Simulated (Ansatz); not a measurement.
The starting structures come from a database of crystals and need not be the phases stable at ambient conditions.

 Where the default PAW files enter, the runs use the earlier of Ansatz's two default sets.

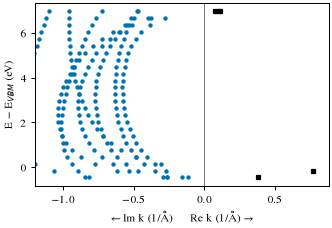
Complex bands at the centre of the two-dimensional zone; r2SCAN run with Ansatz (an electronic-structure program)

The gap is the functional's own, uncorrected, and κ follows it; spin-orbit coupling is left out. Mid-gap values are interpolated between the computed energies.

Question: This is ScF$_{3}$ (R32, not sure to be the ambient phase, 4 atoms a cell, 16.5 Å³ an atom) along the normal of (110). Read off the slowest decay at the centre of the two-dimensional zone at 3.56 eV, the computed energy nearest the middle of the gap.

Answer: κ ≈ 0.58 1/Å, a decay length 1/(2κ) of the density of 0.86 Å.
